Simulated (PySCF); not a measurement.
**F2: NMR shielding calculation**

System: F2 (fluorine), SMILES FF.
Method: common gauge origin PBE0/MINI NMR shielding, non-relativistic, gas phase (PySCF 2.14.0).

Some settings of this run were made unusual or wrong on purpose. The geometry comes from this level: GFN2-xTB. Figures and captions count atoms from 1; the log counts them from 0 in places.

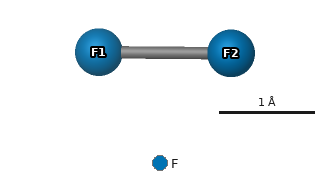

Figure 1. The structure as given in the input (ball-and-stick view, seen on its broad side; atoms are numbered from 1 in the order of the input).

Outcome

- outcome: converged
- total energy: −198.109143 hartree
- HOMO: −10.84 eV
- LUMO: −2.87 eV
- dipole moment: 0.00 D
- isotropic shielding, F: −274.9 to −162.5 ppm
- hardware: 1 CPU thread, shared host
- peak memory: 0.25 GiB

What went wrong

Some settings of this run were drawn to be unusual or wrong; see gauge = [2, 0, 0]. It converged; results that depend on the unusual settings are not reference values.

Input
```
{"job": {"kind": "nmr", "xc": "PBE0", "basis": "MINI", "pop": true, "scf": {"damp": 2.0, "max_cycle": 69}, "gauge": [2, 0, 0]}, "charge": 0, "multiplicity": 1}
F      0.703071    -0.002836    -0.002908
F     -0.700314     0.004104    -0.011240
```

The first line tells a small driver script what to run in PySCF; the rest is the geometry in Å.

Command:
```bash
OMP_NUM_THREADS=1 python <driver script> task.json out
```

Log
```
damping 2.00 in the first 6 cycles
final grid: 23208 points
cycle   1  E = -198.1045591373  dE = -8.912e-02  |g| = 1.093e-01  |ddm| = 2.017e+00
cycle   2  E = -198.0870173736  dE =  1.754e-02  |g| = 2.380e-01  |ddm| = 2.156e-01
cycle   3  E = -198.0053721352  dE =  8.165e-02  |g| = 4.962e-01  |ddm| = 4.672e-01
cycle   4  E = -197.7124627840  dE =  2.929e-01  |g| = 9.677e-08  |ddm| = 4.039e+00
cycle   5  E = -197.7124627813  dE =  2.612e-09  |g| = 5.040e-07  |ddm| = 3.107e+00
cycle   6  E = -198.1070250262  dE = -3.946e-01  |g| = 7.777e-02  |ddm| = 3.874e+00
cycle   7  E = -198.1091049829  dE = -2.080e-03  |g| = 1.106e-02  |ddm| = 1.379e-01
cycle   8  E = -198.1091432735  dE = -3.829e-05  |g| = 5.962e-05  |ddm| = 1.621e-02
cycle   9  E = -198.1091432743  dE = -8.369e-10  |g| = 1.732e-07  |ddm| = 7.480e-05
converged SCF energy = -198.1091432743

GIAO shielding tensors (ppm)
atom      isotropic    diamagn.    paramagn.     s11        s22        s33       span
  0 F     -162.454     575.651    -738.106   -486.646   -486.646    485.929    972.575
  1 F     -274.911     425.590    -700.500   -655.330   -655.330    485.929   1141.259
```
